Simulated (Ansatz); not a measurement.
# Nudged elastic band, with input and output: C₂H₃Si

- system: C₂H₃Si, multiplicity 2
- method: UKS PBE0-D4/def2-SVPD (Ansatz 0.2.0)

It belongs to a series of runs on one base structure; here: band between the two ends. Figures and captions count atoms from 1; the log counts them from 0 in places.

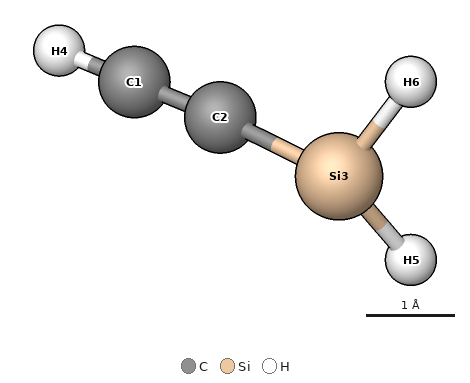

Fig. 1: The starting structure (ball-and-stick view, seen at a tilt; atoms are numbered from 1 in the order of the input).

Summary

```csv
quantity,value
outcome,converged
"barrier, forward",1.992 eV
"barrier, backward",0.023 eV
hardware,"2 threads of Arm Neoverse V1, 24 GiB of memory available, shared host"
wall time,2.2 min (CPU time 4.3 min)
peak memory,0.18 GiB
```

Notes

The order of the saddle point was not checked.

Input
```yaml
crystal:
  periodic: [false, false, false]
  atoms:
    - { symbol: C, position_ang: [1.025405, -1.312912, 0.539292] }
    - { symbol: C, position_ang: [0.37561, -0.356874, 0.146556] }
    - { symbol: Si, position_ang: [-0.447277, 1.143877, -0.452133] }
    - { symbol: H, position_ang: [1.590247, -2.159293, 0.885903] }
    - { symbol: H, position_ang: [-1.146035, 0.90397, -1.746353] }
    - { symbol: H, position_ang: [-1.355949, 1.717232, 0.580535] }
magnetization:
  spin_polarized: true
  initial_magnetization: 1
basis:
  gaussian: { orbitals: def2-SVPD }
hamiltonian:
  xc: pbe0
  dispersion: d4
neb:
  order_check: false
  images: 5
  f_tol: 0.05
  max_iterations: 60
  final_atoms:
    - { symbol: C, position_ang: [1.19645707, -1.7089237, -0.00186979] }
    - { symbol: C, position_ang: [0.5349037, -0.61368923, 0.02278739] }
    - { symbol: Si, position_ang: [-0.29551642, 0.98901132, -0.35752902] }
    - { symbol: H, position_ang: [0.81316632, -0.95602644, 1.12675954] }
    - { symbol: H, position_ang: [-1.05456716, 0.83568509, -1.63010646] }
    - { symbol: H, position_ang: [-1.1524425, 1.38994296, 0.79375834] }
  initial_path:
    images:
      - { positions_ang: [[1.025405, -1.312912, 0.539292], [0.37561, -0.356874, 0.146556], [-0.447277, 1.143877, -0.452133], [1.590247, -2.159293, 0.885903], [-1.146035, 0.90397, -1.746353], [-1.355949, 1.717232, 0.580535]] }
      - { positions_ang: [[1.17212859, -1.37895644, 0.40732105], [0.49582836, -0.40433988, 0.07667084], [-0.41245938, 1.10137777, -0.43145517], [1.2366996, -1.8401104, 0.95553366], [-1.14618923, 0.87761259, -1.70079582], [-1.30400694, 1.58041636, 0.64652545]] }
      - { positions_ang: [[1.31885217, -1.44500088, 0.2753501], [0.61604673, -0.45180576, 0.00678568], [-0.37764175, 1.05887854, -0.41077735], [0.8831522, -1.52092781, 1.02516432], [-1.14634346, 0.85125517, -1.65523865], [-1.25206489, 1.44360073, 0.71251589]] }
      - { positions_ang: [[1.46557576, -1.51104532, 0.14337916], [0.73626509, -0.49927164, -0.06309948], [-0.34282413, 1.01637931, -0.39009952], [0.5296048, -1.20174521, 1.09479498], [-1.14649768, 0.82489776, -1.60968147], [-1.20012283, 1.30678509, 0.77850634]] }
      - { positions_ang: [[1.37586953, -1.57700478, 0.09496284], [0.66914463, -0.53741083, -0.03447052], [-0.3270549, 1.00725665, -0.37924269], [0.62412531, -1.11983895, 1.10544983], [-1.11585418, 0.82849354, -1.6164898], [-1.18422939, 1.33450438, 0.78359034]] }
      - { positions_ang: [[1.2861633, -1.64296424, 0.04654653], [0.60202416, -0.57555003, -0.00584157], [-0.31128566, 0.99813398, -0.36838586], [0.71864581, -1.0379327, 1.11610469], [-1.08521067, 0.83208931, -1.62329813], [-1.16833594, 1.36222367, 0.78867434]] }
      - { positions_ang: [[1.19645707, -1.7089237, -0.00186979], [0.5349037, -0.61368923, 0.02278739], [-0.29551642, 0.98901132, -0.35752902], [0.81316632, -0.95602644, 1.12675954], [-1.05456716, 0.83568509, -1.63010646], [-1.1524425, 1.38994296, 0.79375834]] }
```

Launched with:
```bash
ansatz run input.yaml --threads 2 --pin off --max-ram 3072MiB --backend cpu --events-out ev --progress --plain --runs-dir out
```

The program's output
```
Engine: ansatz 0.2.0, aarch64-unknown-linux-gnu
Functional definition: PBE0
  parameter a = 0.25
  parameter kappa = 0.804
  parameter beta = 0.06672455060314922
  exchange = (1 - a)*pbe_x(kappa = kappa, mu = beta*pi^2/3) + a*exact_x
  correlation = pbe_c(beta = beta)
775 factors; their error is unknown
mean field evaluation 1: about -9982.3211 eV, gradient 2.8e1 eV
mean field evaluation 2: about -9972.6211 eV, gradient 4.5e1 eV
mean field evaluation 4: about -9986.7470 eV, gradient 8.2e0 eV
mean field evaluation 8: about -9987.0844 eV, gradient 6.2e-2 eV
mean field evaluation 16: about -9987.1492 eV, gradient 3.7e-4 eV
mean field -9987.14924635 eV, -367.0209652705 hartree, gradient 2.7e-5 eV, S^2 0.758268; 0 other end points of the search recorded, 0 dependent functions left out
the calculation of the forces begins
reference -9987.14927485 eV, -367.0209663180 hartree; 15, 14 occupied and 73, 74 virtual orbitals, 775 factors
775 factors; their error is unknown
mean field evaluation 32: about -9985.1767 eV, gradient 8.0e-3 eV
mean field -9985.17675099 eV, -366.9484774028 hartree, gradient 4.9e-5 eV, S^2 0.756517; 0 other end points of the search recorded, 0 dependent functions left out
[... from here on the field's lines of each further geometry are left out, up to the last ...]
NEB iter   1: max|band force component| = 3.456e1 eV/Å  barrier→ = 5.8834 eV  barrier← = 3.9144 eV  Δτ_max = 0.1990 Å  (242 SCF iters)
NEB iter   2: max|band force component| = 2.416e0 eV/Å  barrier→ = 2.0673 eV  barrier← = 0.0984 eV  Δτ_max = 0.1923 Å  (202 SCF iters)
NEB iter   3: max|band force component| = 1.535e0 eV/Å  barrier→ = 2.1493 eV  barrier← = 0.1804 eV  Δτ_max = 0.2000 Å  (206 SCF iters)
NEB iter   4: max|band force component| = 2.744e0 eV/Å  barrier→ = 2.2085 eV  barrier← = 0.2395 eV  Δτ_max = 0.0993 Å  (206 SCF iters)
NEB iter   5: max|band force component| = 1.692e0 eV/Å  barrier→ = 2.0388 eV  barrier← = 0.0699 eV  Δτ_max = 0.1001 Å  (197 SCF iters)
NEB iter   6: max|band force component| = 1.004e0 eV/Å  barrier→ = 2.0001 eV  barrier← = 0.0312 eV  Δτ_max = 0.1014 Å  (194 SCF iters)
NEB iter   7: max|band force component| = 1.031e0 eV/Å  barrier→ = 1.9920 eV  barrier← = 0.0231 eV  Δτ_max = 0.0989 Å  (200 SCF iters)
NEB iter   8: max|band force component| = 6.076e-1 eV/Å  barrier→ = 1.9905 eV  barrier← = 0.0216 eV  Δτ_max = 0.0717 Å  (198 SCF iters)
NEB iter   9: max|band force component| = 1.532e-1 eV/Å  barrier→ = 1.9905 eV  barrier← = 0.0216 eV  CI = image 4  Δτ_max = 0.0395 Å  (189 SCF iters)
NEB iter  10: max|band force component| = 1.062e-1 eV/Å  barrier→ = 1.9912 eV  barrier← = 0.0222 eV  CI = image 4  Δτ_max = 0.0325 Å  (190 SCF iters)
NEB iter  11: max|band force component| = 6.696e-2 eV/Å  barrier→ = 1.9917 eV  barrier← = 0.0228 eV  CI = image 4  Δτ_max = 0.0133 Å  (187 SCF iters)
the calculation of the forces begins
reference -9985.16673415 eV, -366.9481092909 hartree; 15, 14 occupied and 73, 74 virtual orbitals, 775 factors
775 factors; their error is unknown
mean field -9985.15607058 eV, -366.9477174118 hartree, gradient 1.8e-5 eV, S^2 0.753986; 1 other end points of the search recorded, 0 dependent functions left out
the calculation of the forces begins
reference -9985.15610116 eV, -366.9477185357 hartree; 15, 14 occupied and 73, 74 virtual orbitals, 775 factors
NEB iter  12: max|band force component| = 4.611e-2 eV/Å  barrier→ = 1.9917 eV  barrier← = 0.0228 eV  CI = image 4  Δτ_max = 0.0000 Å  (369 SCF iters)
```

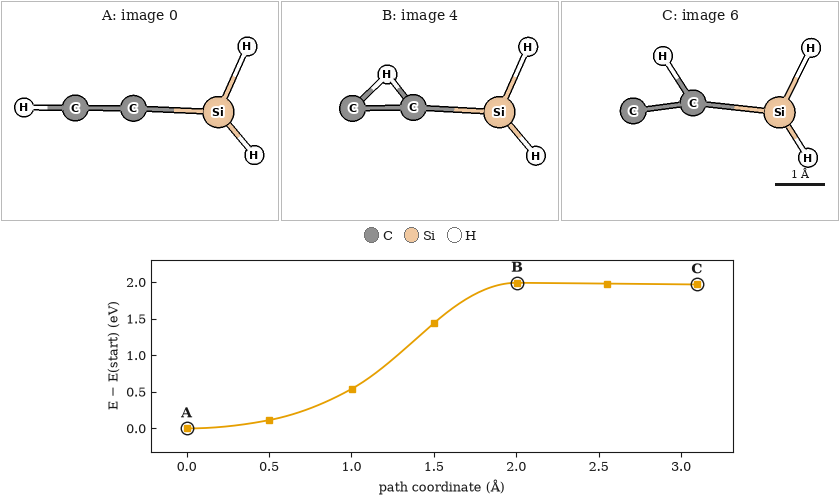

Fig. 2: Images of the last band (counted from 0; ball-and-stick, seen at a tilt) above the energy along the path; the line is a cubic interpolation that uses the forces. The highest image is number 4, 1.992 eV above the start and 0.023 eV above the end (the climbing image); the end lies 1.969 eV above the start. The path is 3.10 Å long. The band converged in 12 iterations.

```
Total energy: -9985.24274613 eV, -366.9509026795 hartree
Atom 0 at     1.568470    -1.354970     0.314085 Å, force     0.035607    -0.009871    -0.008509 eV/Å
Atom 1 at     0.717583    -0.446913     0.056772 Å, force    -0.020262     0.005424     0.001598 eV/Å
Atom 2 at    -0.339545     0.984296    -0.412731 Å, force     0.019212     0.008684    -0.006418 eV/Å
Atom 3 at     0.386574    -1.463744     0.762763 Å, force    -0.023110     0.006576     0.007844 eV/Å
Atom 4 at    -1.256721     0.664366    -1.540798 Å, force    -0.004070    -0.000898     0.010333 eV/Å
Atom 5 at    -1.034360     1.552966     0.773709 Å, force    -0.007376    -0.009915    -0.004848 eV/Å
Dipole moment:    -0.568975     0.438877    -0.070347 e Å
this run last wrote the band of iteration 12 to [file]
```

The last band as extended XYZ (Å, eV, eV/Å)
```
6
Properties=species:S:1:pos:R:3:forces:R:3 image=0 energy=-9987.23444
C     1.0254   -1.3129    0.5393    0.0124   0.0049  -0.0010
C     0.3756   -0.3569    0.1466   -0.0013  -0.0006   0.0003
Si   -0.4473    1.1439   -0.4521   -0.0096  -0.0044   0.0006
H     1.5902   -2.1593    0.8859   -0.0112   0.0011  -0.0012
H    -1.1460    0.9040   -1.7464    0.0058  -0.0045  -0.0107
H    -1.3559    1.7172    0.5805    0.0038   0.0033   0.0120
6
Properties=species:S:1:pos:R:3:forces:R:3 image=1 energy=-9987.12070
C     1.0492   -1.2295    0.5074   -0.1387  -0.0420   0.0427
C     0.6052   -0.2005    0.0297   -0.1615  -0.1114   0.0644
Si   -0.4162    1.1966   -0.5080    0.0072   0.0452  -0.0168
H     1.2910   -2.1694    0.9597    0.3312  -0.1161   0.0123
H    -1.2160    0.7671   -1.6920   -0.0090   0.0988  -0.0371
H    -1.2712    1.5718    0.6569   -0.0292   0.1255  -0.0655
6
Properties=species:S:1:pos:R:3:forces:R:3 image=2 energy=-9986.69221
C     1.1839   -1.1758    0.4503   -0.7261   0.0529   0.1443
C     0.7645   -0.1470   -0.0530   -0.0657   0.2270  -0.1302
Si   -0.3908    1.1566   -0.5214    0.0290   0.3323  -0.1520
H     0.8974   -2.0480    0.9945    0.8054  -0.7753   0.2619
H    -1.2499    0.6427   -1.6252   -0.0348   0.0835  -0.0434
H    -1.1631    1.5075    0.7087   -0.0077   0.0796  -0.0805
6
Properties=species:S:1:pos:R:3:forces:R:3 image=3 energy=-9985.78852
C     1.4065   -1.2403    0.3874   -0.8141   0.1969   0.1487
C     0.7769   -0.2478   -0.0254    0.1299   0.7171  -0.4095
Si   -0.3759    1.0509   -0.4610    0.0099   0.2892  -0.1812
H     0.5966   -1.7816    0.8937    0.6880  -1.3289   0.5376
H    -1.2507    0.6400   -1.5882   -0.0484   0.0662  -0.0599
H    -1.1114    1.5148    0.7473    0.0347   0.0595  -0.0357
6
Properties=species:S:1:pos:R:3:forces:R:3 image=4 energy=-9985.24272
C     1.5685   -1.3550    0.3141    0.0356  -0.0099  -0.0085
C     0.7176   -0.4469    0.0568   -0.0203   0.0054   0.0016
Si   -0.3395    0.9843   -0.4127    0.0192   0.0087  -0.0064
H     0.3866   -1.4637    0.7628   -0.0231   0.0066   0.0078
H    -1.2567    0.6644   -1.5408   -0.0041  -0.0009   0.0103
H    -1.0344    1.5530    0.7737   -0.0074  -0.0099  -0.0048
6
Properties=species:S:1:pos:R:3:forces:R:3 image=5 energy=-9985.25401
C     1.4373   -1.5339    0.1113   -0.0131  -0.0045  -0.0017
C     0.6380   -0.5445    0.0060   -0.0014  -0.0010  -0.0108
Si   -0.3020    0.9899   -0.4008   -0.0013   0.0025   0.0013
H     0.5034   -1.1833    1.0270    0.0139   0.0084   0.0134
H    -1.1731    0.7753   -1.5907    0.0062   0.0040  -0.0043
H    -1.0616    1.4325    0.8009   -0.0043  -0.0094   0.0020
6
Properties=species:S:1:pos:R:3:forces:R:3 image=6 energy=-9985.26552
C     1.1965   -1.7089   -0.0019    0.0059  -0.0066  -0.0022
C     0.5349   -0.6137    0.0228   -0.0067   0.0080   0.0051
Si   -0.2955    0.9890   -0.3575    0.0008  -0.0047   0.0003
H     0.8132   -0.9560    1.1268   -0.0004   0.0011  -0.0013
H    -1.0546    0.8357   -1.6301   -0.0007   0.0022  -0.0002
H    -1.1524    1.3899    0.7938    0.0011   0.0000  -0.0018
```
